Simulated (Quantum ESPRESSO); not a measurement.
# Voltage at the next charge: Ca(100), 5 layers against an electrode

How the rows were computed: Quantum ESPRESSO 7.5, PBEsol, GBRV ultrasoft; ESM with bc3, a metal electrode 6.11 Å above the top atoms; cell area 15.568 Å²; ions fixed. V is the potential energy of an electron at the electrode over the slab's Fermi level, divided by e, so that it equals the work function at zero charge; positive charge removes electrons.

| charge (e a cell) | V (V) |
| --- | --- |
| 0 | 2.797 |
| 0.0234 | 3.817 |
| 0.0467 | 4.876 |

One more run was made and is withheld. What is V at a charge of 0.0934 e, and what capacitance do the rows imply?

**Fit.** The last two rows give dV/dq = (4.876 − 3.817)/(0.0467 − 0.0234) = 45.5 V/e, so C = 1602/(15.568 × 45.5) = 2.26 µF/cm², an effective gap of 8.854/2.26 = 3.91 Å. At constant C, V = 4.876 + 45.5 × 0.0467 = 7.00 V.

**Check.** V = 7.105 V; the estimate misses by −0.11 V, 4.8 % of the step. Over the three intervals C goes 2.36, 2.26 and 2.16 µF/cm²: it falls as electrons leave, the surface charge drawing back towards the atoms.

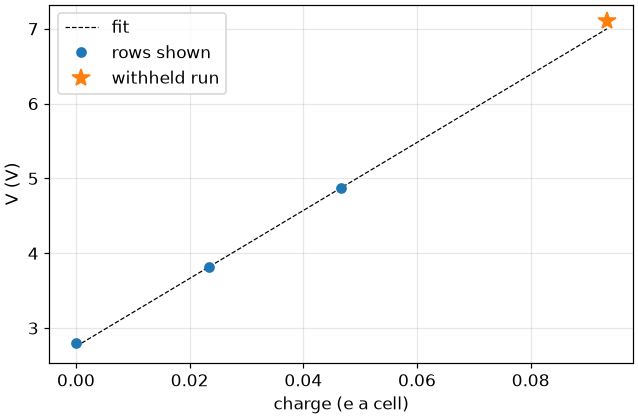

The rows shown, the fit and the withheld run.

Caveats: Vacuum fills the gap; a dielectric or electrolyte would change C. The slab is thin.
